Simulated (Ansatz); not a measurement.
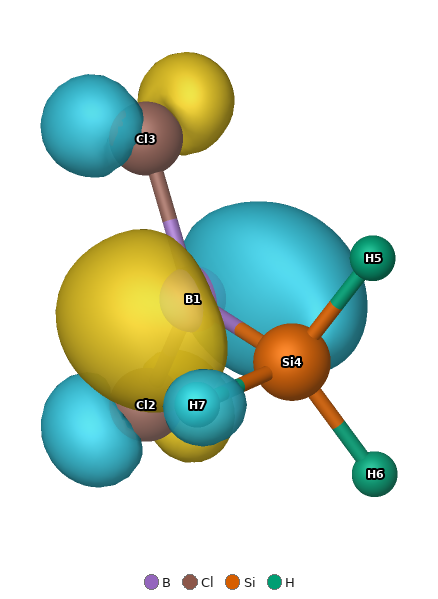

Figure. BCl2H3Si (BCl2(SiH3)). One frontier orbital at ±0.15 Å⁻³ᐟ² (yellow and cyan are the two phases), seen at an oblique angle.

Geometry: PBE-D4/def2-SVP.

The calculation used RKS PBE0-D4/def2-TZVP (Ansatz).

```csv
atom,x (Å),y (Å),z (Å)
B,0.5600,0.9768,0.0197
Cl,2.3194,1.0020,0.0195
Cl,-0.2995,2.5103,-0.0516
Si,-0.4506,-0.7815,0.0264
H,-1.8104,-0.6363,0.6546
H,0.3215,-1.8592,0.7389
H,-0.6404,-1.2121,-1.4075
```

### Which orbital is it: HOMO or LUMO?

The LUMO, at −2.28 eV. By Hirshfeld shares it lies mainly on B1 (about 45 %), Cl2 (about 15 %), Cl3 (about 15 %) and Si4 (about 15 %).
